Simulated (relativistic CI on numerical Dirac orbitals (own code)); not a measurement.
# S: one ion under different settings

How much do the settings matter for S? One ion, several inputs.

The numbers are computed with relativistic CI on numerical Dirac orbitals (own code) version 3 (Dirac-Coulomb-Breit CI, KLI orbitals optimised for each configuration, model QED (radiative potential, 1s self-energy scaled to tabulated hydrogen-like ionisation energies), numerical settings as typed), except any that are marked as measured or tabulated.

### Step 1. Starting point

```
ion            : S (S I)
nuclear charge : 16
electrons      : 16
isotope        : A = 32
```

### Step 2. The usual input

Input settings:

```ini
atom S  Z=16  charge=0  electrons=16
nucleus A=32  rms_radius_fm=3.2611
hamiltonian dirac-coulomb  breit=on  qed=on  c_scale=1
orbitals kli  potential=per-configuration
slater_scale 1
correlation none
mixing on
grid step=0.0125 r_max=102.8
scf mixing=0.4 start=green max_iterations=150 tolerance=2e-08 node_fill=0.05
configurations
  [Ne] 3s2 3p4
end
```

On the command line:

```sh
$ python run_levels.py task.json out
```

One command runs all members of the session, one after another, from task.json.

From the run's result record (rounded, not every field):

```text
{
  "status": "converged",
  "levels [i, E_cm, J2, conf, term, w_term, w_jj]": [
    [0, 0, 4, "3p4", "3P", 0.9994, 0.6893],
    [1, 400.77699, 2, "3p4", "3P", 1, 1],
    [2, 585.18462, 0, "3p4", "3P", 0.9996, 0.647],
    [3, 11614.515, 4, "3p4", "1D", 0.9994, 0.6893],
    [4, 28731.619, 0, "3p4", "1S", 0.9996, 0.647]
  ],
  "total_energy [Ha]": -398.47387891,
  "n_levels_all": 5,
  "overlap": 2.24115e-13,
  "scf_iterations": [9],
  "orbital_energies [Ha]": {"1s": -88.5157, "2s": -8.03594, "2p1/2": -6.02618, "2p3/2": -5.97988, "3s": -0.79328, "3p1/2": -0.4217, "3p3/2": -0.418773},
  "configurations [conf, odd, states, E_av_Ha, breit_Ha, qed_Ha]": [
    ["3p4", 0, 15, -398.5920014, 0.08754, 0.05749]
  ],
  "scf_steps of the first configuration [iteration, E_Ha, residual, outer_eigenvalue_Ha]": [
    [1, -398.1243118, 0.438, -0.3593],
    [2, -398.4999053, 0.188, -0.3665],
    [3, -398.5889686, 0.0218, -0.4002],
    [4, -398.5917818, 0.00466, -0.4175],
    [5, -398.5920059, 0.000742, -0.4194],
    [6, -398.5919943, 0.000149, -0.4186],
    [7, -398.5920008, 1.4e-05, -0.4188],
    [8, -398.5920015, 8.5e-07, -0.4188],
    [9, -398.5920014, 1.93e-08, -0.4188]
  ]
}
```

It took 0.077 s on 1 thread, shared host.

### Step 3. Breit term off

The settings differ from step 2 so:

```diff
@@ -2,3 +2,3 @@
 nucleus A=32  rms_radius_fm=3.2611
-hamiltonian dirac-coulomb  breit=on  qed=on  c_scale=1
+hamiltonian dirac-coulomb  breit=off  qed=on  c_scale=1
 orbitals kli  potential=per-configuration
```

From the record:

```text
{
  "status": "converged",
  "levels [i, E_cm, J2, conf, term, w_term]": [
    [0, 0, 4, "3p4", "3P", 0.9994],
    [1, 418.22524, 2, "3p4", "3P", 1],
    [2, 611.38675, 0, "3p4", "3P", 0.9995],
    [3, 11625.049, 4, "3p4", "1D", 0.9994],
    [4, 28738.235, 0, "3p4", "1S", 0.9995]
  ],
  "total_energy [Ha]": -398.56146242,
  "n_levels_all": 5,
  "overlap": 2.24115e-13,
  "scf_iterations": [9],
  "orbital_energies [Ha]": {"1s": -88.5157, "2s": -8.03594, "2p1/2": -6.02618, "2p3/2": -5.97988, "3s": -0.79328, "3p1/2": -0.4217, "3p3/2": -0.418773},
  "configurations [conf, odd, states, E_av_Ha, breit_Ha, qed_Ha]": [
    ["3p4", 0, 15, -398.5920014, 0, 0.05749]
  ],
  "scf_steps of the first configuration [iteration, E_Ha, residual, outer_eigenvalue_Ha]": [
    [1, -398.1243118, 0.438, -0.3593],
    [2, -398.4999053, 0.188, -0.3665],
    [3, -398.5889686, 0.0218, -0.4002],
    [4, -398.5917818, 0.00466, -0.4175],
    [5, -398.5920059, 0.000742, -0.4194],
    [6, -398.5919943, 0.000149, -0.4186],
    [7, -398.5920008, 1.4e-05, -0.4188],
    [8, -398.5920015, 8.5e-07, -0.4188],
    [9, -398.5920014, 1.93e-08, -0.4188]
  ]
}
```

It took 0.073 s on 1 thread, shared host.

### Step 4. Nuclear radius 4.2394

Input settings:

```ini
atom S  Z=16  charge=0  electrons=16
nucleus A=32  rms_radius_fm=4.2394
hamiltonian dirac-coulomb  breit=on  qed=on  c_scale=1
orbitals kli  potential=per-configuration
slater_scale 1
correlation none
mixing on
grid step=0.0125 r_max=102.8
scf mixing=0.4 start=green max_iterations=150 tolerance=2e-08 node_fill=0.05
configurations
  [Ne] 3s2 3p4
end
```

From the record:

```text
{
  "status": "converged",
  "levels [i, E_cm, J2, conf, term, w_term]": [
    [0, 0, 4, "3p4", "3P", 0.9994],
    [1, 400.77715, 2, "3p4", "3P", 1],
    [2, 585.18484, 0, "3p4", "3P", 0.9996],
    [3, 11614.519, 4, "3p4", "1D", 0.9994],
    [4, 28731.628, 0, "3p4", "1S", 0.9996]
  ],
  "total_energy [Ha]": -398.47365798,
  "n_levels_all": 5,
  "overlap": 2.23525e-13,
  "scf_iterations": [9],
  "orbital_energies [Ha]": {"1s": -88.5156, "2s": -8.03593, "2p1/2": -6.02618, "2p3/2": -5.97988, "3s": -0.793279, "3p1/2": -0.421701, "3p3/2": -0.418774},
  "configurations [conf, odd, states, E_av_Ha, breit_Ha, qed_Ha]": [
    ["3p4", 0, 15, -398.5917793, 0.08754, 0.05749]
  ],
  "scf_steps of the first configuration [iteration, E_Ha, residual, outer_eigenvalue_Ha]": [
    [1, -398.1240906, 0.438, -0.3593],
    [2, -398.4996834, 0.188, -0.3665],
    [3, -398.5887465, 0.0218, -0.4002],
    [4, -398.5915597, 0.00466, -0.4175],
    [5, -398.5917838, 0.000742, -0.4194],
    [6, -398.5917722, 0.000149, -0.4186],
    [7, -398.5917787, 1.4e-05, -0.4188],
    [8, -398.5917794, 8.5e-07, -0.4188],
    [9, -398.5917793, 1.93e-08, -0.4188]
  ]
}
```

Run time: 0.077 s. Hardware: 1 thread, shared host.

The changed nuclear radius is not that of the isotope named.

### Step 5. Breit term off, potential mixing 0.1, grid step 0.03

Input settings:

```ini
atom S  Z=16  charge=0  electrons=16
nucleus A=32  rms_radius_fm=3.2611
hamiltonian dirac-coulomb  breit=off  qed=on  c_scale=1
orbitals kli  potential=per-configuration
slater_scale 1
correlation none
mixing on
grid step=0.03 r_max=102.8
scf mixing=0.1 start=green max_iterations=150 tolerance=2e-08 node_fill=0.05
configurations
  [Ne] 3s2 3p4
end
```

From the record:

```text
{
  "status": "converged",
  "levels [i, E_cm, J2, conf, term, w_term]": [
    [0, 0, 4, "3p4", "3P", 0.9994],
    [1, 418.22479, 2, "3p4", "3P", 1],
    [2, 611.3861, 0, "3p4", "3P", 0.9995],
    [3, 11625.046, 4, "3p4", "1D", 0.9994],
    [4, 28738.226, 0, "3p4", "1S", 0.9995]
  ],
  "total_energy [Ha]": -398.56138651,
  "n_levels_all": 5,
  "overlap": 1.01991e-10,
  "scf_iterations": [12],
  "orbital_energies [Ha]": {"1s": -88.5157, "2s": -8.03594, "2p1/2": -6.02618, "2p3/2": -5.97987, "3s": -0.793279, "3p1/2": -0.4217, "3p3/2": -0.418773},
  "configurations [conf, odd, states, E_av_Ha, breit_Ha, qed_Ha]": [
    ["3p4", 0, 15, -398.591926, 0, 0.05749]
  ],
  "scf_steps of the first configuration [iteration, E_Ha, residual, outer_eigenvalue_Ha]": [
    [1, -398.1242373, 0.438, -0.3593],
    [2, -398.2464533, 0.376, -0.3609],
    [3, -398.5816363, 0.0412, -0.3789],
    [4, -398.5910822, 0.011, -0.4113],
    [5, -398.5917089, 0.0041, -0.4199],
    [6, -398.5919393, 0.00137, -0.4198],
    [7, -398.5919089, 0.000339, -0.4184],
    [8, -398.5919246, 3.24e-05, -0.4188],
    [9, -398.5919263, 8.87e-06, -0.4188],
    [10, -398.591926, 2.43e-07, -0.4188],
    [11, -398.591926, 1.3e-07, -0.4188],
    [12, -398.591926, 3.98e-10, -0.4188]
  ]
}
```

Wall time 0.039 s (1 thread, shared host).

### Step 6. Speed-of-light factor 0.2

Input settings:

```ini
atom S  Z=16  charge=0  electrons=16
nucleus A=32  rms_radius_fm=3.2611
hamiltonian dirac-coulomb  breit=on  qed=on  c_scale=0.2
orbitals kli  potential=per-configuration
slater_scale 1
correlation none
mixing on
grid step=0.0125 r_max=102.8
scf mixing=0.4 start=green max_iterations=64 tolerance=2e-08 node_fill=0.05
configurations
  [Ne] 3s2 3p4
end
```

From the record:

```text
{
  "status": "converged",
  "levels [i, E_cm, J2, conf, term, w_term]": [
    [0, 0, 4, "3p4", "3P", 0.8612],
    [1, 10243.323, 0, "3p4", "3P", 0.7163],
    [2, 14393.284, 2, "3p4", "3P", 1],
    [3, 23053.006, 4, "3p4", "1D", 0.8612],
    [4, 47682.108, 0, "3p4", "1S", 0.7163]
  ],
  "total_energy [Ha]": -428.54177055,
  "n_levels_all": 5,
  "overlap": 2.84247e-13,
  "scf_iterations": [11],
  "orbital_energies [Ha]": {"1s": -97.0212, "2s": -9.42454, "2p1/2": -6.9074, "2p3/2": -5.52118, "3s": -0.908918, "3p1/2": -0.460039, "3p3/2": -0.374091},
  "configurations [conf, odd, states, E_av_Ha, breit_Ha, qed_Ha]": [
    ["3p4", 0, 15, -431.1239374, 2.426, 0.2214]
  ],
  "scf_steps of the first configuration [iteration, E_Ha, residual, outer_eigenvalue_Ha]": [
    [1, -429.4573131, 0.944, -0.3878],
    [2, -430.8493329, 0.365, -0.3244],
    [3, -431.1088117, 0.0723, -0.3447],
    [4, -431.1234552, 0.00814, -0.3732],
    [5, -431.1239362, 0.00104, -0.3748],
    [6, -431.1239293, 0.000106, -0.374],
    [7, -431.1239363, 2.82e-05, -0.3741],
    [8, -431.1239377, 5.71e-06, -0.3741],
    [9, -431.1239374, 9.59e-08, -0.3741],
    [10, -431.1239374, 7.57e-08, -0.3741],
    [11, -431.1239374, 2.05e-10, -0.3741]
  ]
}
```

Wall time 0.071 s (1 thread, shared host).

A bad setting: its result is shown only for the comparison.

A changed speed of light describes a fictitious ion. The QED potentials keep the true α.

### Step 7. Nuclear radius 3261.1

Input settings:

```ini
atom S  Z=16  charge=0  electrons=16
nucleus A=32  rms_radius_fm=3261.1000
hamiltonian dirac-coulomb  breit=on  qed=on  c_scale=1
orbitals kli  potential=per-configuration
slater_scale 1
correlation none
mixing on
grid step=0.0125 r_max=102.8
scf mixing=0.4 start=green max_iterations=75 tolerance=2e-08 node_fill=0.05
configurations
  [Ne] 3s2 3p4
end
```

From the record:

```text
{
  "status": "converged",
  "levels [i, E_cm, J2, conf, term, w_term]": [
    [0, 0, 4, "3p4", "3P", 0.9996],
    [1, 329.02032, 2, "3p4", "3P", 1],
    [2, 482.50902, 0, "3p4", "3P", 0.9997],
    [3, 12253.755, 4, "3p4", "1D", 0.9996],
    [4, 30387.921, 0, "3p4", "1S", 0.9997]
  ],
  "total_energy [Ha]": -321.31962971,
  "n_levels_all": 5,
  "overlap": 1.06206e-12,
  "scf_iterations": [10],
  "orbital_energies [Ha]": {"1s": -56.6065, "2s": -5.6699, "2p1/2": -6.52188, "2p3/2": -6.4844, "3s": -0.59707, "3p1/2": -0.482921, "3p3/2": -0.480422},
  "configurations [conf, odd, states, E_av_Ha, breit_Ha, qed_Ha]": [
    ["3p4", 0, 15, -321.3453412, 0.04695, 0.007046]
  ],
  "scf_steps of the first configuration [iteration, E_Ha, residual, outer_eigenvalue_Ha]": [
    [1, -321.2328401, 0.132, -0.3517],
    [2, -321.318046, 0.0641, -0.4217],
    [3, -321.3438774, 0.0133, -0.4749],
    [4, -321.3448093, 0.00709, -0.4801],
    [5, -321.3453339, 0.000119, -0.4805],
    [6, -321.3453399, 2.1e-05, -0.4804],
    [7, -321.3453411, 2.18e-06, -0.4804],
    [8, -321.3453412, 1.79e-06, -0.4804],
    [9, -321.3453412, 1.61e-07, -0.4804],
    [10, -321.3453412, 4.3e-09, -0.4804]
  ]
}
```

Wall time 0.071 s (1 thread, shared host).

This setting is unsound; the numbers are not properties of the ion.

### Step 8. Comparison

| setting | total energy less usual (Ha) | largest shift of a level among the lowest eight of both runs, same label and place (cm⁻¹) | SCF iterations | time | lowest level | kind of change |
| --- | --- | --- | --- | --- | --- | --- |
| usual | 0 | 0 | 9 | 0.077 s | 3p4 3P2 | - |
| Breit term off | -0.0876 | 26.2 | 9 | 0.073 s | 3p4 3P2 | model term |
| nuclear radius 4.2394 | 0.000221 | 0.00873 | 9 | 0.077 s | 3p4 3P2 | unphysical constant |
| Breit term off, potential mixing 0.1, grid step 0.03 | -0.0875 | 26.2 | 12 | 0.039 s | 3p4 3P2 | model term |
| speed-of-light factor 0.2 | -30.1 | 19000 | 11 | 0.071 s | 3p4 3P2 | unsound |
| nuclear radius 3261.1 | 77.2 | 1660 | 10 | 0.071 s | 3p4 3P2 | unsound |

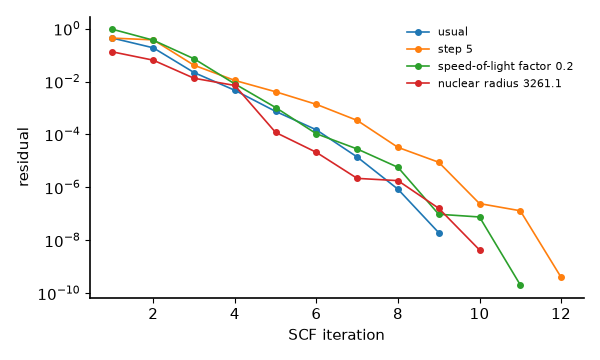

Residual of the first configuration's SCF.

### Step 9. Results

| quantity | value |
| --- | --- |
| lowest level, usual settings | 3p4 3P2 |
| total energy | -398.4739 Ha |
| first excitation | 400.8 cm⁻¹ |

**Reading.** Among the runs whose levels can be followed, they move most under «speed-of-light factor 0.2» (unsound), by up to 19000 cm⁻¹. Only the listed configurations are in the model. Near neutrality, missing correlation can shift configurations against each other by thousands of cm⁻¹.
